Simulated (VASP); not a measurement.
# AlPt: structure and properties in VASP, part 2 of 4

What structure and properties does PBEsol give AlPt, and how near are they to the measured ones? The start is a computed cell from the Materials Project.

VASP 6.6.1, plane waves and PAW; the level of theory is named at each step.

So far. Step 2 (Relaxing cell and atoms (PBEsol)): It ends with a largest force of 0.002 eV/Å and a pressure of 0.01 GPa. The relaxed cell has a = 4.868 Å (conventional setting).

### 3. Single point with fields (PBEsol)

Level of this step: PBEsol; plane waves and PAW (Al, Pt) (VASP).

The relaxed cell gets a fresh self-consistent run, on a basis set for its own volume, to fix the density and to check the remaining stress.

INCAR reads:

```
SYSTEM = AlPt
PREC = Accurate
ENCUT = 400
EDIFF = 1E-06
NELM = 100
ISMEAR = 1
SIGMA = 0.2
LREAL = .FALSE.
ALGO = Normal
GGA = PS
NBANDS = 34
LASPH = .TRUE.
LORBIT = 11
LWAVE = .FALSE.
LCHARG = .TRUE.
ISIF = 2
LELF = .TRUE.
LVHAR = .TRUE.
```

POSCAR reads:

```
AlPt
1.0
    4.8679349866      0.0000000000      0.0000000000
    0.0000000000      4.8679349866      0.0000000000
    0.0000000000      0.0000000000      4.8679349866
Al Pt
4 4
Direct
    0.8441660006      0.8441660006      0.8441660006
    0.6558339994      0.1558339994      0.3441660006
    0.3441660006      0.6558339994      0.1558339994
    0.1558339994      0.3441660006      0.6558339994
    0.1541907813      0.1541907813      0.1541907813
    0.3458092187      0.8458092187      0.6541907813
    0.6541907813      0.3458092187      0.8458092187
    0.8458092187      0.6541907813      0.3458092187
```

KPOINTS reads:

```
Automatic mesh
0
Gamma
6 6 6
0 0 0
```

Potentials, in the order of the species: Al and Pt (PBE family, release 64).

On the command line:

```bash
$ mpirun -np 4 vasp_std
```

What it wrote:

```text
[banner, memory and clock lines left out]
running    4 mpi-ranks, on    1 nodes
 distrk:  each k-point on    4 cores,    1 groups
 distr:  one band on    1 cores,    4 groups

 POSCAR found type information on POSCAR AlPt
 POSCAR found :  2 types and       8 ions
 [... a notice as in an earlier step ...]

 LDA part: xc-table for (Slater+PW92), standard interpolation
|                                                                             |
|           W    W    AA    RRRRR   N    N  II  N    N   GGGG   !!!           |
|           W    W   A  A   R    R  NN   N  II  NN   N  G    G  !!!           |
|           W    W  A    A  R    R  N N  N  II  N N  N  G       !!!           |
|           W WW W  AAAAAA  RRRRR   N  N N  II  N  N N  G  GGG   !            |
|           WW  WW  A    A  R   R   N   NN  II  N   NN  G    G                |
|           W    W  A    A  R    R  N    N  II  N    N   GGGG   !!!           |
|                                                                             |
|     The number of bands has been changed from the values supplied in        |
|     The orbitals not found in the WAVECAR file will be initialized with     |
|     random numbers, which is usually adequate. For correlated               |
|     calculations, however, you should redo the groundstate calculation.     |
|     I found NBANDS = 34. Now, NBANDS = 36.                                  |
|                                                                             |

 POSCAR, INCAR and KPOINTS ok, starting setup
 FFT: planning ... GRIDC
 FFT: planning ... GRID_SOFT
 FFT: planning ... GRID
 WAVECAR not read
 entering main loop
       N       E                     dE             d eps       ncg     rms          rms(c)
DAV:   1     0.194723571899E+03    0.19472E+03   -0.20505E+04  1728   0.107E+03
DAV:   2    -0.461799614301E+02   -0.24090E+03   -0.22764E+03  1912   0.230E+02
DAV:   3    -0.554572579769E+02   -0.92773E+01   -0.91014E+01  2128   0.407E+01
DAV:   4    -0.555546103540E+02   -0.97352E-01   -0.97222E-01  2004   0.454E+00
DAV:   5    -0.555555894902E+02   -0.97914E-03   -0.97904E-03  1968   0.495E-01    0.217E+01
DAV:   6    -0.529762792967E+02    0.25793E+01   -0.11278E+01  1860   0.197E+01    0.709E+00
DAV:   7    -0.527436746030E+02    0.23260E+00   -0.52327E-01  1860   0.423E+00    0.425E+00
DAV:   8    -0.526561251847E+02    0.87549E-01   -0.67618E-02  1988   0.135E+00    0.764E-01
DAV:   9    -0.526542845744E+02    0.18406E-02   -0.46296E-03  2076   0.381E-01    0.286E-01
DAV:  10    -0.526542341673E+02    0.50407E-04   -0.71911E-04  1904   0.159E-01    0.423E-02
DAV:  11    -0.526542208883E+02    0.13279E-04   -0.32245E-05  1912   0.351E-02    0.161E-02
DAV:  12    -0.526542194643E+02    0.14240E-05   -0.20300E-06  1312   0.749E-03    0.514E-03
DAV:  13    -0.526542191031E+02    0.36114E-06   -0.71965E-07  1000   0.468E-03
   1 F= -.52654219E+02 E0= -.52654700E+02  d E =0.144334E-02
```

The job ended after 16 s (4 MPI ranks of AMD EPYC 7R43, shared host; peak memory 0.42 GiB).

Parts of OUTCAR (step 3):

```text
  LATTYP: Found a simple cubic cell.
 ALAT       =     4.8679349866

 Found     24 irreducible k-points:

   k-points           NKPTS =     24   k-points in BZ     NKDIM =     24   number of bands    NBANDS=     36

   ENCUT  =  400.0 eV  29.40 Ry    5.42 a.u.   7.94  7.94  7.94*2*pi/ulx,y,z

   NELECT =      52.0000    total number of electrons

 E-fermi :  10.5222

 k-point     1 :       0.0000    0.0000    0.0000
  band No.  band energies     occupation
    ...
     23       8.7397      2.00000
     24       8.7397      2.00000
     25      10.2804      2.07084
     26      10.2804      2.07084
     27      10.2804      2.07084
     28      14.7152      0.00000
     29      14.7152      0.00000
     30      14.7152      0.00000
     31      14.8902      0.00000
     32      14.8902      0.00000
    ...

 k-point     2 :       0.1667    0.0000    0.0000
  band No.  band energies     occupation
    ...
     22       8.3423      2.00000
     23       8.7198      2.00000
     24       9.2160      2.00000
     25       9.8785      2.00005
     26      10.1098      2.01303
     27      11.4257     -0.00000
     28      13.4679     -0.00000
     29      13.8406     -0.00000
     30      14.0640     -0.00000
     31      14.0641     -0.00000
    ...

  Total       -0.0010741     -0.0010741     -0.0010741     -0.0000000     -0.0000000      0.0000000
  in kB       -0.0149179     -0.0149179     -0.0149179     -0.0000000     -0.0000000      0.0000000
  external PRESSURE =      -0.0149179 kB  Pullay stress =       0.0000000 kB

  energy-cutoff  :      400.00
  volume of cell :      115.35
      direct lattice vectors                 reciprocal lattice vectors
     4.867934987  0.000000000  0.000000000     0.205425915  0.000000000  0.000000000
     0.000000000  4.867934987  0.000000000     0.000000000  0.205425915  0.000000000
     0.000000000  0.000000000  4.867934987     0.000000000  0.000000000  0.205425915

 POSITION                                       TOTAL-FORCE (eV/Angst)
 -----------------------------------------------------------------------------------
      4.10935      4.10935      4.10935         0.000464      0.000464      0.000464
      3.19256      0.75859      1.67538        -0.000464     -0.000464      0.000464
      1.67538      3.19256      0.75859         0.000464     -0.000464     -0.000464
      0.75859      1.67538      3.19256        -0.000464      0.000464     -0.000464
      0.75059      0.75059      0.75059        -0.000656     -0.000656     -0.000656
      1.68338      4.11734      3.18456         0.000656      0.000656     -0.000656
      3.18456      1.68338      4.11734        -0.000656      0.000656      0.000656
      4.11734      3.18456      1.68338         0.000656     -0.000656      0.000656
 -----------------------------------------------------------------------------------
    total drift:                                0.000000      0.000000      0.000000

  FREE ENERGIE OF THE ION-ELECTRON SYSTEM (eV)
  ---------------------------------------------------
  free  energy   TOTEN  =       -52.6542191031 eV

  energy  without entropy=      -52.6556624479  energy(sigma->0) =      -52.65470022

 total charge
# of ion       s       p       d       tot
------------------------------------------
    1        0.375   0.390   0.000   0.764
    2        0.375   0.390   0.000   0.764
    3        0.375   0.390   0.000   0.764
    4        0.375   0.390   0.000   0.764
    5        0.679   0.668   8.187   9.534
    6        0.679   0.668   8.187   9.534
    7        0.679   0.668   8.187   9.534
    8        0.679   0.668   8.187   9.534
--------------------------------------------------
tot          4.216   4.229  32.748  41.194

[... 4 parts as in an earlier step ...]

[... 6 further parts left out ...]
```

This step gave:

```yaml
scf_cycles: 13
bands: 36
free_energy_toten: -52.6542 eV
energy_at_zero_smearing: -52.6547 eV
pressure: -0.001492 GPa
```

Valence electrons inside each PAW sphere by angular momentum. Sphere charges, by row:

```tsv
atom	s (e)	p (e)	d (e)	tot (e)
Al1	0.375	0.39	0	0.764
Al2	0.375	0.39	0	0.764
Al3	0.375	0.39	0	0.764
Al4	0.375	0.39	0	0.764
Pt5	0.679	0.668	8.187	9.534
Pt6	0.679	0.668	8.187	9.534
Pt7	0.679	0.668	8.187	9.534
Pt8	0.679	0.668	8.187	9.534
```

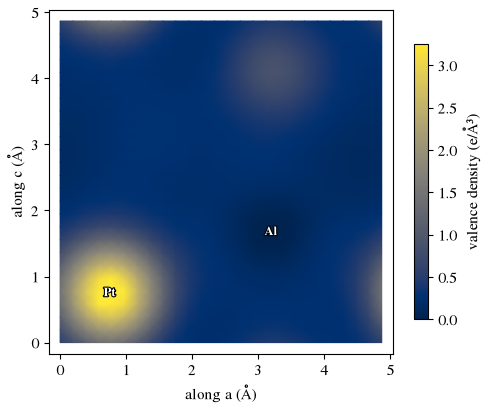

Valence density in the ac plane at fractional y = 0.154, with atoms of Al and Pt within 0.2 Å of it. It is the smooth field of the valence electrons, not physical close to the nuclei.

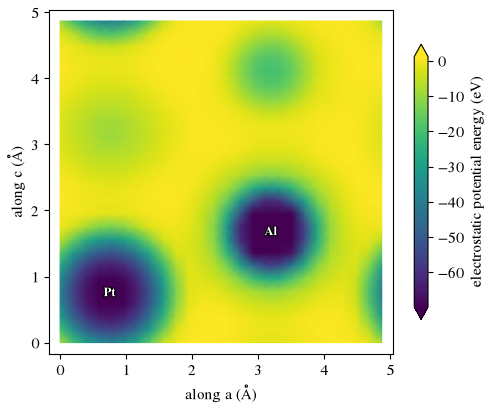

Electrostatic potential energy in the ac plane at fractional y = 0.154, with atoms of Al and Pt within 0.2 Å of it. With pseudopotentials it is smooth inside the atoms' cores, unlike the true potential.

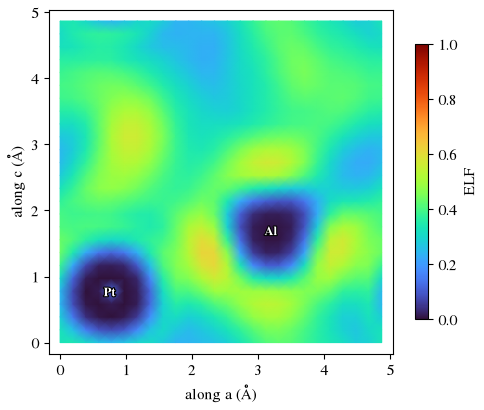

ELF in the ac plane at fractional y = 0.154, with atoms of Al and Pt within 0.2 Å of it. It is the smooth field of the valence electrons, not physical close to the nuclei.

In this run the pressure is 0.00 GPa, small enough to go on.

### 4. Band structure (PBEsol)

Levels along the symmetry lines show where the bands peak and cross; KPOINTS_OPT computes them in the converged potential.

INCAR reads:

```
SYSTEM = AlPt
PREC = Accurate
ENCUT = 400
EDIFF = 1E-06
NELM = 100
ISMEAR = 1
SIGMA = 0.2
LREAL = .FALSE.
ALGO = Normal
GGA = PS
NBANDS = 46
LASPH = .TRUE.
LORBIT = 11
LWAVE = .FALSE.
LCHARG = .FALSE.
KPAR = 4
```

POSCAR is that of step 3.

KPOINTS is that of step 3.

KPOINTS_OPT reads:

```
Line mode
12
Line-mode
Reciprocal
  0.00000000   0.00000000   0.00000000 GAMMA
  0.00000000   0.50000000   0.00000000 X

  0.00000000   0.50000000   0.00000000 X
  0.50000000   0.50000000   0.00000000 M

  0.50000000   0.50000000   0.00000000 M
  0.00000000   0.00000000   0.00000000 GAMMA

  0.00000000   0.00000000   0.00000000 GAMMA
  0.50000000   0.50000000   0.50000000 R

  0.50000000   0.50000000   0.50000000 R
  0.00000000   0.50000000   0.00000000 X

  0.50000000   0.50000000   0.00000000 M
  0.50000000   0.50000000   0.50000000 R
```

On the command line:

```bash
$ mpirun -np 4 vasp_std
```

What it wrote:

```text
[banner, memory and clock lines left out]
running    4 mpi-ranks, on    1 nodes
 distrk:  each k-point on    1 cores,    4 groups
 distr:  one band on    1 cores,    1 groups

 POSCAR found type information on POSCAR AlPt
 POSCAR found :  2 types and       8 ions
 [... a notice as in an earlier step ...]

 LDA part: xc-table for (Slater+PW92), standard interpolation
 POSCAR, INCAR and KPOINTS ok, starting setup
 FFT: planning ... GRIDC
 FFT: planning ... GRID_SOFT
 FFT: planning ... GRID
 WAVECAR not read
 entering main loop
       N       E                     dE             d eps       ncg     rms          rms(c)
DAV:   1     0.192316745921E+03    0.19232E+03   -0.19800E+04  2208   0.834E+02
DAV:   2    -0.477439722380E+02   -0.24006E+03   -0.22318E+03  2468   0.199E+02
DAV:   3    -0.555000652125E+02   -0.77561E+01   -0.76623E+01  2680   0.337E+01
DAV:   4    -0.555549388139E+02   -0.54874E-01   -0.54856E-01  2482   0.318E+00
DAV:   5    -0.555555965861E+02   -0.65777E-03   -0.65777E-03  2552   0.365E-01    0.217E+01
DAV:   6    -0.529802080309E+02    0.25754E+01   -0.72954E+00  2354   0.154E+01    0.715E+00
DAV:   7    -0.527440237775E+02    0.23618E+00   -0.35465E-01  2346   0.325E+00    0.422E+00
DAV:   8    -0.526560826447E+02    0.87941E-01   -0.57034E-02  2434   0.107E+00    0.727E-01
DAV:   9    -0.526542678422E+02    0.18148E-02   -0.32341E-03  2586   0.262E-01    0.260E-01
DAV:  10    -0.526542251616E+02    0.42681E-04   -0.45919E-04  2450   0.105E-01    0.326E-02
DAV:  11    -0.526542211262E+02    0.40354E-05   -0.13827E-05  2496   0.211E-02    0.153E-02
DAV:  12    -0.526542194181E+02    0.17081E-05   -0.13330E-06  1684   0.561E-03    0.439E-03
DAV:  13    -0.526542190630E+02    0.35516E-06   -0.13262E-07  1266   0.169E-03
   1 F= -.52654219E+02 E0= -.52654700E+02  d E =0.144341E-02
 Start KPOINTS_OPT (optional k-point list driver)
k-point batch [1-24\72]
       N       E                     dE             ncg
DAV:   1     0.137605498333E+05   -0.38969E+04     2208
DAV:   2     0.801599468674E+04   -0.57446E+04     2490
DAV:   3     0.783878744852E+04   -0.17721E+03     2552
DAV:   4     0.783735154070E+04   -0.14359E+01     2428
DAV:   5     0.783733068897E+04   -0.20852E-01     2460
DAV:   6     0.783733029890E+04   -0.39007E-03     2436
DAV:   7     0.783733029066E+04   -0.82345E-05     2462
DAV:   8     0.783733029049E+04   -0.17088E-06     1632
[...]
k-point batch [49-72\72]
       N       E                     dE             ncg
DAV:   1     0.137371349381E+05   -0.17495E+05     2208
DAV:   2     0.787734620077E+04   -0.58598E+04     2486
DAV:   3     0.770379235789E+04   -0.17355E+03     2732
DAV:   4     0.770241986549E+04   -0.13725E+01     2512
DAV:   5     0.770239970782E+04   -0.20158E-01     2504
DAV:   6     0.770239932713E+04   -0.38069E-03     2584
DAV:   7     0.770239931907E+04   -0.80566E-05     2486
DAV:   8     0.770239931891E+04   -0.16164E-06     1768
```

The job ended after 45 s (4 MPI ranks; peak memory 0.91 GiB; 2.9 min of CPU time).

Parts of OUTCAR (step 4):

```text
 Found     24 irreducible k-points:

   k-points           NKPTS =     24   k-points in BZ     NKDIM =     24   number of bands    NBANDS=     46

   NELECT =      52.0000    total number of electrons

 E-fermi :  10.5222

 k-point     2 :       0.1667    0.0000    0.0000
  band No.  band energies     occupation
    ...
     22       8.3422      2.00000
     23       8.7198      2.00000
     24       9.2160      2.00000
     25       9.8785      2.00005
     26      10.1098      2.01303
     27      11.4257     -0.00000
     28      13.4679     -0.00000
     29      13.8406     -0.00000
     30      14.0640     -0.00000
     31      14.0641     -0.00000
    ...

 k-point     3 :       0.3333    0.0000    0.0000
  band No.  band energies     occupation
    ...
     22       8.3140      2.00000
     23       8.8112      2.00000
     24       9.0292      2.00000
     25       9.6920      2.00000
     26      10.1785      2.03552
     27      11.6781     -0.00000
     28      12.6302     -0.00000
     29      13.3468     -0.00000
     30      13.4183     -0.00000
     31      13.9690     -0.00000
    ...

  Total        0.0014635      0.0014635      0.0014635     -0.0000000     -0.0000000      0.0000000
  in kB        0.0203263      0.0203263      0.0203263     -0.0000000     -0.0000000      0.0000000
  external PRESSURE =       0.0203263 kB  Pullay stress =       0.0000000 kB

 POSITION                                       TOTAL-FORCE (eV/Angst)
 -----------------------------------------------------------------------------------
      4.10935      4.10935      4.10935         0.000470      0.000470      0.000470
      3.19256      0.75859      1.67538        -0.000470     -0.000470      0.000470
      1.67538      3.19256      0.75859         0.000470     -0.000470     -0.000470
      0.75859      1.67538      3.19256        -0.000470      0.000470     -0.000470
      0.75059      0.75059      0.75059        -0.000649     -0.000649     -0.000649
      1.68338      4.11734      3.18456         0.000649      0.000649     -0.000649
      3.18456      1.68338      4.11734        -0.000649      0.000649      0.000649
      4.11734      3.18456      1.68338         0.000649     -0.000649      0.000649
 -----------------------------------------------------------------------------------
    total drift:                                0.000000      0.000000      0.000000

  FREE ENERGIE OF THE ION-ELECTRON SYSTEM (eV)
  ---------------------------------------------------
  free  energy   TOTEN  =       -52.6542190630 eV

  energy  without entropy=      -52.6556624690  energy(sigma->0) =      -52.65470020

[... 11 parts as in an earlier step ...]

[... 3 further parts left out ...]
```

Spin-orbit coupling is off here; with elements this heavy it splits and shifts levels by tenths of an eV or more.

This step gave:

| Quantity | Value |
| --- | --- |
| bands | 46 |
| pressure | 0.002033 GPa |

The electronic bands at the labelled points (eV, zero at the Fermi level; # counts the bands kept):

```tsv
point	#23	#24	#25	#26	#27	#28	#29	#30
Γ	-1.78	-1.78	-0.24	-0.24	-0.24	4.19	4.19	4.19
X	-1.54	-1.54	-0.73	-0.73	1.20	1.20	2.70	2.70
M	-2.23	-2.23	0.32	0.32	1.28	1.28	2.77	2.77
Γ	-1.78	-1.78	-0.24	-0.24	-0.24	4.19	4.19	4.19
R	-2.54	-2.54	-0.84	-0.84	-0.84	-0.84	6.49	6.49
X	-1.54	-1.54	-0.73	-0.73	1.20	1.20	2.70	2.70
jump to M	-2.23	-2.23	0.32	0.32	1.28	1.28	2.77	2.77
R	-2.54	-2.54	-0.84	-0.84	-0.84	-0.84	6.49	6.49
```

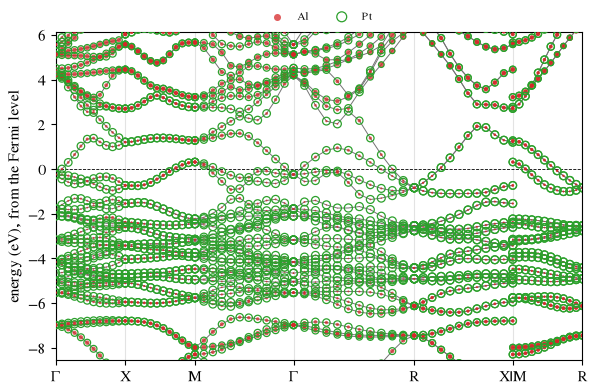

Electronic bands along the path; dots are coloured as in the legend, and their area grows with the weight.

There is no gap at this level.

(Part 2 of 4 ends here.)

[Lines on the potential files, build, host, timing and source positions are cut from VASP's logs without a mark.]

[Logs are printed without paths, hosts, clocks, repeated set-up lines and the standing remarks that a program may print on its own settings, such as how far it seeks lower states.]

[Hosts, paths, dates, database ids (printed as entryN), source tags and the programs' standing remarks are cut or masked in the printed files.]

[A measured line is paired with the nearest computed mode of its activity, which favours agreement.]
